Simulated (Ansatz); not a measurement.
```yaml
atoms:
  - { symbol: C, position_ang: [0.1094, -0.8224, -0.5159] }
  - { symbol: C, position_ang: [1.0532, -0.6981, -1.5681] }
  - { symbol: O, position_ang: [-0.8904, -0.9007, 0.0992] }
  - { symbol: O, position_ang: [1.4966, -0.8345, -0.2350] }
  - { symbol: Se, position_ang: [1.7547, -0.5217, -3.1392] }
```

Geometry: r2SCAN-D4/def2-SVP.

Theory: Ansatz, isolated molecule in a Gaussian basis; Kohn-Sham density functional theory, functional PBE0.

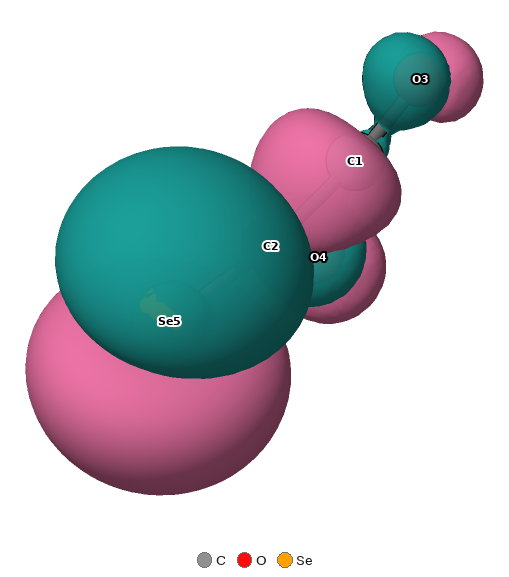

C2O2Se (SMILES O=c1oc1=[Se]). One frontier orbital at ±0.08 Å⁻³ᐟ² (teal and pink are the two phases), seen at an oblique angle.

Q: Which orbital is it: HOMO or LUMO?

A: The HOMO, at −7.55 eV. By Hirshfeld shares it lies mainly on Se5 (about 80 %), C2 (about 10 %) and O4 (about 5 %); it is symmetric in the molecular plane (an in-plane orbital: σ, lone-pair or in-plane π type); largely a lone pair of Se5.
